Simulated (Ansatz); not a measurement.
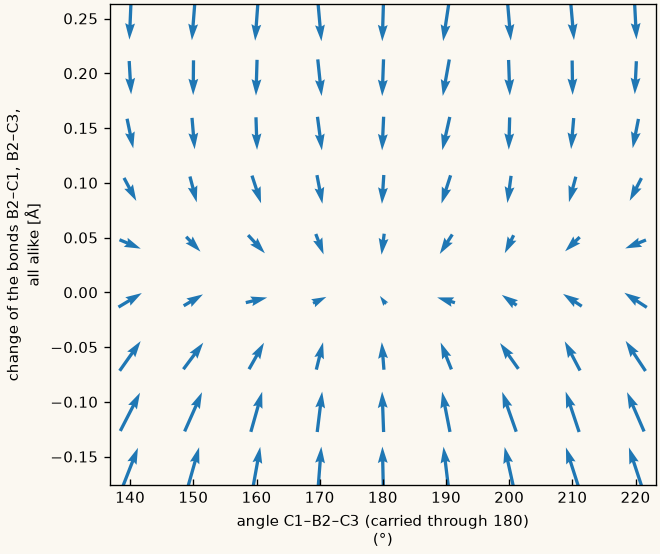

C2H3BS, SMILES CB=C=S. 
- First axis: angle C1–B2–C3 (carried through 180). Second axis: change of the bonds B2–C1, B2–C3, all alike.
- Nothing is relaxed (all other coordinates rigid).
- The scan uses a 9 × 9 grid.
- Points are written as (first, second).
- Method: Ansatz 0.2.0, RKS r2SCAN-D4/def2-TZVP.

The picture shows arrows along the force (downhill), their lengths compressed.

Question: The arrows alone are given. Where is the energy lowest?

Answer: The arrows converge at about (177°, 0.000 Å) (read from the interpolated surface).

The energy map of the same scan:

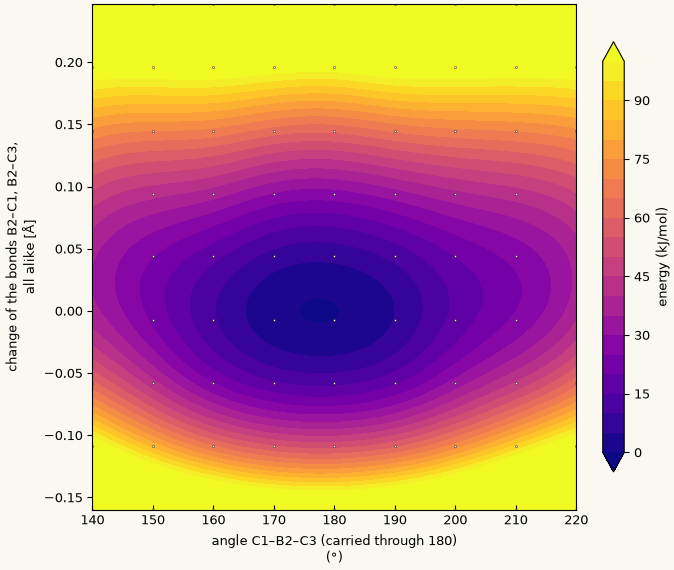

Energies are in kJ/mol, from the lowest grid point; between grid points the surface is interpolated.
